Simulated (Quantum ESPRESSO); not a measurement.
# Ti2FeS4 (Heideite): which magnetic order is lowest, part 2 of 2

Aim: find out which collinear order of Ti2FeS4 (Heideite) costs least.

Quantum ESPRESSO 7.5; PBEsol with U = 4.5 eV on Fe d and U = 3 eV on Ti d (ortho-atomic projectors); plane waves with GBRV 1.5 PBEsol potentials, no spin-orbit coupling.

So far, absolute magnetization (μB): step 2 (start 1: ferro +++) 6.24.

The database entry behind the starting cell has ideal inner coordinates that were not refined, so it need not match the best structure at ambient conditions.

### 3. Run 2 (ferri ++−)

Input file pw.in:

```
&CONTROL
  calculation = 'scf'
  prefix = 'pwscf'
  outdir = './tmp'
  pseudo_dir = './pseudo'
  disk_io = 'nowf'
/
&SYSTEM
  ibrav = 0
  nat = 7
  ntyp = 3
  ecutwfc = 40
  ecutrho = 280
  nbnd = 44
  occupations = 'smearing'
  smearing = 'fd'
  degauss = 0.00367493
  nspin = 2
  starting_magnetization(1) = 0.0833
  starting_magnetization(2) = -0.25
  starting_magnetization(3) = 0
/
&ELECTRONS
  conv_thr = 1.4d-08
  electron_maxstep = 150
  mixing_beta = 0.3
/
ATOMIC_SPECIES
Ti     47.8670 ti_pbesol_v1.4.uspp.F.UPF
Fe     55.8450 fe_pbesol_v1.5.uspp.F.UPF
S      32.0600 s_pbesol_v1.4.uspp.F.UPF
CELL_PARAMETERS angstrom
   6.6697945058   -1.7185000000    0.0000000000
   6.6697945058    1.7185000000    0.0000000000
  -2.6473131945    0.0000000000    5.3319735418
ATOMIC_POSITIONS crystal
Ti      0.2500000000    0.2500000000    0.2500000000
Ti      0.7500000000    0.7500000000    0.7500000000
Fe      0.0000000000    0.0000000000    0.0000000000
S       0.3750000000    0.3750000000    0.0416700000
S       0.6250000000    0.6250000000    0.9583300000
S       0.8750000000    0.8750000000    0.5416700000
S       0.1250000000    0.1250000000    0.4583300000
K_POINTS automatic
6 6 6 0 0 0
HUBBARD {ortho-atomic}
U Ti-3d 3.0000
U Fe-3d 4.5000
```

Started as:

```sh
OMP_NUM_THREADS=1 mpirun -n 4 pw.x -nk 4 -in pw.in > pw.out
```

Log:

```text
[banner, memory and clock lines left out]
Program PWSCF v.7.5 starts

     Message from routine setup:
     using ibrav=0 with symmetry is DISCOURAGED, use correct ibrav instead

     bravais-lattice index     =            0
     lattice parameter (alat)  =      13.0157  a.u.
     unit-cell volume          =     824.8530 (a.u.)^3
     number of atoms/cell      =            7
     number of atomic types    =            3
     number of electrons       =        64.00
     number of Kohn-Sham states=           44
     kinetic-energy cutoff     =      40.0000  Ry
     charge density cutoff     =     280.0000  Ry
     scf convergence threshold =      1.4E-08
     mixing beta               =       0.3000
     number of iterations used =            8  plain     mixing
     Exchange-correlation= SLA  PW   PSX  PSC
                           (   1   4  10   8   0   0   0)
     Hubbard projectors: ortho-atomic
     Hubbard parameters of DFT+U (Dudarev formulation) in eV:
     U(Ti-3d) =  3.0000
     U(Fe-3d) =  4.5000

     Internal variables: lda_plus_u =T, lda_plus_u_kind = 0

     Internal variables: orbital_resolved =F, hub_pot_fix =F, apply_U = F

     celldm(1)=  13.015728  celldm(2)=   0.000000  celldm(3)=   0.000000
     celldm(4)=   0.000000  celldm(5)=   0.000000  celldm(6)=   0.000000

     crystal axes: (cart. coord. in units of alat)
               a(1) = (   0.968373  -0.249505   0.000000 )
               a(2) = (   0.968373   0.249505   0.000000 )
               a(3) = (  -0.384358   0.000000   0.774138 )

     reciprocal axes: (cart. coord. in units 2 pi/alat)
               b(1) = (  0.516330 -2.003965  0.256357 )
               b(2) = (  0.516330  2.003965  0.256357 )
               b(3) = ( -0.000000  0.000000  1.291759 )

     PseudoPot. # 1 for Ti read from file:
     ti_pbesol_v1.4.uspp.F.UPF
     Pseudo is Ultrasoft + core correction, Zval = 12.0

     PseudoPot. # 2 for Fe read from file:
     fe_pbesol_v1.5.uspp.F.UPF
     Pseudo is Ultrasoft + core correction, Zval = 16.0

     PseudoPot. # 3 for S  read from file:
     s_pbesol_v1.4.uspp.F.UPF
     Pseudo is Ultrasoft + core correction, Zval =  6.0

     atomic species   valence    mass     pseudopotential
     Ti               12.00    47.86700     Ti( 1.00)
     Fe               16.00    55.84500     Fe( 1.00)
     S                 6.00    32.06000     S ( 1.00)

     Starting magnetic structure
     atomic species   magnetization
     Ti              0.083
     Fe             -0.250
     S               0.000

      4 Sym. Ops., with inversion, found

   Cartesian axes

     site n.     atom                  positions (alat units)
         1        Ti     tau(   1) = (   0.3880972   0.0000000   0.1935345  )
         2        Ti     tau(   2) = (   1.1642917   0.0000000   0.5806035  )
         3        Fe     tau(   3) = (   0.0000000   0.0000000   0.0000000  )
         4        S      tau(   4) = (   0.7102639   0.0000000   0.0322583  )
         5        S      tau(   5) = (   0.8421251  -0.0000000   0.7418797  )
         6        S      tau(   6) = (   1.4864584   0.0000000   0.4193273  )
         7        S      tau(   7) = (   0.0659306   0.0000000   0.3548107  )

     number of k points=    68  Fermi-Dirac smearing, width (Ry)=  0.0037
                       cart. coord. in units 2pi/alat
        k(    1) = (   0.0000000   0.0000000   0.0000000), wk =   0.0046296
        k(    2) = (   0.0000000   0.0000000   0.2152932), wk =   0.0092593
        k(    3) = (   0.0000000   0.0000000   0.4305864), wk =   0.0092593
        k(    4) = (   0.0000000   0.0000000  -0.6458797), wk =   0.0046296
        k(    5) = (   0.0860550   0.3339941   0.0427261), wk =   0.0185185
        [... 63 further k-points ...]

     Dense  grid:    65303 G-vectors     FFT dimensions: (  72,  72,  60)

     Smooth grid:    28193 G-vectors     FFT dimensions: (  54,  54,  45)

     Check: negative core charge=   -0.000014
     Generating pointlists ...
     new r_m :   0.1486 (alat units)  1.9343 (a.u.) for type    1
     new r_m :   0.1487 (alat units)  1.9352 (a.u.) for type    2
     new r_m :   0.1486 (alat units)  1.9343 (a.u.) for type    3

     Initial potential from superposition of free atoms

     starting charge      60.9998, renormalised to      64.0000

     negative rho (up, down):  1.422E-03 1.201E-03

     STARTING HUBBARD OCCUPATIONS:

     =================== HUBBARD OCCUPATIONS ===================
     ------------------------ ATOM    1 ------------------------
     Tr[ns(  1)] (up, down, total) =   1.00000  0.00000  1.00000
     Atomic magnetic moment for atom   1 =   1.00000
     [... lines left out ...]
     ------------------------ ATOM    2 ------------------------
     Tr[ns(  2)] (up, down, total) =   1.00000  0.00000  1.00000
     Atomic magnetic moment for atom   2 =   1.00000
     [... lines left out ...]
     ------------------------ ATOM    3 ------------------------
     Tr[ns(  3)] (up, down, total) =   0.00000  5.00000  5.00000
     Atomic magnetic moment for atom   3 =  -5.00000
     [... lines left out ...]
     Number of occupied Hubbard levels =    7.0000

     Atomic wfc used for Hubbard projectors are orthogonalized

     Starting wfcs are   49 randomized atomic wfcs

     Self-consistent Calculation

     iteration #  1     ecut=    40.00 Ry     beta= 0.30
     Davidson diagonalization with overlap
     ethr =  1.00E-02,  avg # of iterations =  4.4

     =================== HUBBARD OCCUPATIONS ===================
     ------------------------ ATOM    1 ------------------------
     Tr[ns(  1)] (up, down, total) =   1.67476  0.77077  2.44553
     Atomic magnetic moment for atom   1 =   0.90399
     [... lines left out ...]
     ------------------------ ATOM    2 ------------------------
     Tr[ns(  2)] (up, down, total) =   1.67476  0.77077  2.44553
     Atomic magnetic moment for atom   2 =   0.90399
     [... lines left out ...]
     ------------------------ ATOM    3 ------------------------
     Tr[ns(  3)] (up, down, total) =   0.18348  4.67993  4.86340
     Atomic magnetic moment for atom   3 =  -4.49645
     [... lines left out ...]
     Number of occupied Hubbard levels =    9.7545

     negative rho (up, down):  1.148E-03 1.314E-03

     total energy              =    -583.80912642 Ry
     estimated scf accuracy    <       2.71238577 Ry

     total magnetization       =    -2.81 Bohr mag/cell
     absolute magnetization    =     6.47 Bohr mag/cell

     iteration #  2     ecut=    40.00 Ry     beta= 0.30
     Davidson diagonalization with overlap
     ethr =  4.24E-03,  avg # of iterations =  3.1

     negative rho (up, down):  1.188E-03 1.356E-03

     total energy              =    -583.54321413 Ry
     estimated scf accuracy    <      11.53777584 Ry

     total magnetization       =    -1.17 Bohr mag/cell
     absolute magnetization    =     1.82 Bohr mag/cell

     [... further iterations left out ...]

     iteration #118     ecut=    40.00 Ry     beta= 0.30
     Davidson diagonalization with overlap
     ethr =  2.39E-11,  avg # of iterations =  2.6

     negative rho (up, down):  4.572E-04 1.506E-03

     total energy              =    -584.57351995 Ry
     estimated scf accuracy    <       0.00000001 Ry

     total magnetization       =    -2.00 Bohr mag/cell
     absolute magnetization    =     5.42 Bohr mag/cell

     iteration #119     ecut=    40.00 Ry     beta= 0.30
     Davidson diagonalization with overlap
     ethr =  2.21E-11,  avg # of iterations =  1.0

     negative rho (up, down):  4.573E-04 1.506E-03

     Magnetic moment per site  (integrated on atomic sphere of radius R)
     atom   1 (R=0.149)  charge=  9.6864  magn=  0.6269
     atom   2 (R=0.149)  charge=  9.6864  magn=  0.6269
     atom   3 (R=0.149)  charge= 14.2192  magn= -3.2707
     atom   4 (R=0.149)  charge=  4.3836  magn= -0.0679
     atom   5 (R=0.149)  charge=  4.3836  magn= -0.0679
     atom   6 (R=0.149)  charge=  4.3404  magn= -0.0710
     atom   7 (R=0.149)  charge=  4.3404  magn= -0.0710

     End of self-consistent calculation

     =================== HUBBARD OCCUPATIONS ===================
     ------------------------ ATOM    1 ------------------------
     Tr[ns(  1)] (up, down, total) =   1.57753  0.74245  2.31997
     Atomic magnetic moment for atom   1 =   0.83508
     [... lines left out ...]
     ------------------------ ATOM    2 ------------------------
     Tr[ns(  2)] (up, down, total) =   1.57753  0.74245  2.31997
     Atomic magnetic moment for atom   2 =   0.83508
     [... lines left out ...]
     ------------------------ ATOM    3 ------------------------
     Tr[ns(  3)] (up, down, total) =   1.48648  4.87619  6.36267
     Atomic magnetic moment for atom   3 =  -3.38972
     [... lines left out ...]
     Number of occupied Hubbard levels =   11.0026

     Number of k-points >= 100: set verbosity='high' to print the bands.

     the Fermi energy is    10.0431 ev

!    total energy              =    -584.57351996 Ry
     estimated scf accuracy    <       0.00000001 Ry
     smearing contrib. (-TS)   =      -0.00203592 Ry
     internal energy E=F+TS    =    -584.57148404 Ry

     The total energy is F=E-TS. E is the sum of the following terms:
     one-electron contribution =    -318.87508697 Ry
     hartree contribution      =     182.62361117 Ry
     xc contribution           =     -98.31313827 Ry
     ewald contribution        =    -350.50084640 Ry
     Hubbard energy            =       0.49397644 Ry

     total magnetization       =    -2.00 Bohr mag/cell
     absolute magnetization    =     5.42 Bohr mag/cell

     convergence has been achieved in 119 iterations
```

The job ended after 25 min (4 MPI ranks of Arm Neoverse V2, shared host; peak memory 1.1 GiB).

Spin moment in the atom's sphere by atom:

| atom | spin moment in the atom's sphere (μB) |
| --- | --- |
| Ti1 | 0.63 |
| Ti2 | 0.63 |
| Fe3 | -3.27 |
| S4 | -0.07 |
| S5 | -0.07 |
| S6 | -0.07 |
| S7 | -0.07 |

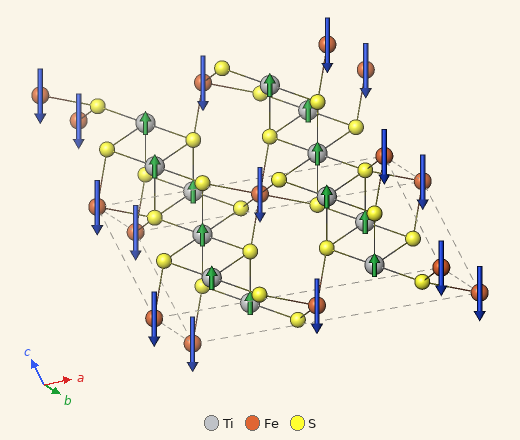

Spin moment in the atom's sphere as arrows, the longest 3.27 μB. Up and down stand for the sign. Arrows give size and sign along the axis of quantisation, drawn up and down the page. Each arrow also spans its atom, so small moments look longer than they are. The two directions have two colours. 1×1×2 conventional cells are drawn. Some periodic images of atoms are drawn too.

This step gave:

- smearing term TS: 0.02770 eV
- magnetization: -2.001 μB
- absolute magnetization: 5.418 μB
- final state: ferrimagnetic

### 4. Run 3, typed as ferri +−+

Changes to pw.in since step 3:

```diff
@@ -10,6 +10,6 @@
   nat = 7
-  ntyp = 3
+  ntyp = 4
   ecutwfc = 40
   ecutrho = 280
-  nbnd = 44
+  nbnd = 45
   occupations = 'smearing'
@@ -19,4 +19,5 @@
   starting_magnetization(1) = 0.0833
-  starting_magnetization(2) = -0.25
-  starting_magnetization(3) = 0
+  starting_magnetization(2) = -0.0833
+  starting_magnetization(3) = 0.25
+  starting_magnetization(4) = 0
 /
@@ -28,3 +29,4 @@
 ATOMIC_SPECIES
-Ti     47.8670 ti_pbesol_v1.4.uspp.F.UPF
+Ti1    47.8670 ti_pbesol_v1.4.uspp.F.UPF
+Ti2    47.8670 ti_pbesol_v1.4.uspp.F.UPF
 Fe     55.8450 fe_pbesol_v1.5.uspp.F.UPF
@@ -36,4 +38,4 @@
 ATOMIC_POSITIONS crystal
-Ti      0.2500000000    0.2500000000    0.2500000000
-Ti      0.7500000000    0.7500000000    0.7500000000
+Ti1     0.2500000000    0.2500000000    0.2500000000
+Ti2     0.7500000000    0.7500000000    0.7500000000
 Fe      0.0000000000    0.0000000000    0.0000000000
@@ -46,3 +48,4 @@
 HUBBARD {ortho-atomic}
-U Ti-3d 3.0000
+U Ti1-3d 3.0000
+U Ti2-3d 3.0000
 U Fe-3d 4.5000
```

Log:

```text
     [... lines left out ...]
Program PWSCF v.7.5 starts
     [... lines left out ...]
     number of atoms/cell      =            7
     [... lines left out ...]
     number of electrons       =        64.00
     number of Kohn-Sham states=           45
     kinetic-energy cutoff     =      40.0000  Ry
     charge density cutoff     =     280.0000  Ry
     scf convergence threshold =      1.4E-08
     [... lines left out ...]
      2 Sym. Ops. (no inversion) found
     [... lines left out ...]
     number of k points=    68  Fermi-Dirac smearing, width (Ry)=  0.0037
     [... lines left out ...]
     iteration #150     ecut=    40.00 Ry     beta= 0.30
     [... lines left out ...]
     estimated scf accuracy    <       0.00000111 Ry
     total magnetization       =     3.09 Bohr mag/cell
     absolute magnetization    =     4.64 Bohr mag/cell
     [... lines left out ...]
     convergence NOT achieved after 150 iterations: stopping
[key lines of the parts left out:]
total energy              =    -584.56719758 Ry
```

Run time: 32 min. Hardware: 4 MPI ranks; peak memory 1.1 GiB.

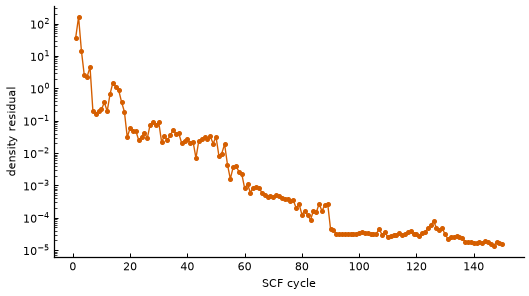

Residual by cycle in this run.

The run stopped without converging, so none of its numbers is a property of the system.

After 150 cycles the residual stands at 1.5e-5, against 3.4e-4 at cycle 76 and a least value of 1.3e-5. The cap of 150 cycles in the input ended the loop.

### 5. Energies of the orders

An order is kept where moments of 0.15 μB or more survive with the typed signs; meshes match where a doubled cell samples the same k points as the first cell.

Ferrimagnetic means that a moment over 0.15 μB on a transition or rare-earth metal, induced ones included, opposes the net moment. Orders:

| start | final state | typed order kept | energy over the lowest (meV a seeded atom) | largest site moment (μB) | net moment (μB a cell of the first run) | mesh matched | CPU time (s) |
| --- | --- | --- | --- | --- | --- | --- | --- |
| ferro +++ | ferromagnetic | yes | 0 | 3.523 | 5.998 | yes | 3575 |
| ferri ++- | ferrimagnetic | yes | 85.27 | 3.271 | 2.001 | yes | 6104 |

### 6. Fillings of the first corrected shells

| start | type | spin | occupation numbers |
| --- | --- | --- | --- |
| ferro +++ | Ti | up | 0.178 0.253 0.259 0.514 0.528 |
| ferro +++ | Ti | down | 0.058 0.060 0.074 0.208 0.216 |
| ferro +++ | Ti | up | 0.178 0.253 0.259 0.514 0.528 |
| ferro +++ | Ti | down | 0.058 0.060 0.074 0.208 0.216 |
| ferri ++- | Ti | up | 0.244 0.248 0.257 0.398 0.429 |
| ferri ++- | Ti | down | 0.075 0.079 0.082 0.252 0.254 |
| ferri ++- | Ti | up | 0.244 0.248 0.257 0.398 0.429 |
| ferri ++- | Ti | down | 0.075 0.079 0.082 0.252 0.254 |

### 7. What came out

| Quantity | Value |
| --- | --- |
| moments, largest by run | 3.52, 3.27 μB |
| spread of the energies of the runs with moments | 85.3 meV a seeded atom |

In words: Under a U these runs seem to end in unlike orbital states: the fillings of their corrected shells differ, or their energies lie too far apart for exchange alone. The differences are then no exchange energies, and the ranking says little of the magnetic order. Seeding all runs from one set of occupation matrices is the usual remedy.

[Logs and program files are shortened in this print: banners, set-up blocks, solver, clock and traceback lines can be left out without a mark of their own.]

[Logs are printed without paths, hosts, clocks, repeated set-up lines and the standing remarks that a program may print on its own settings, such as how far it seeks lower states.]

[Hosts, paths, dates, database ids (printed as entryN), source tags and the programs' standing remarks are cut or masked in the printed files.]

[Where a cell is said to come from a database of computed structures, the database is the Materials Project.]
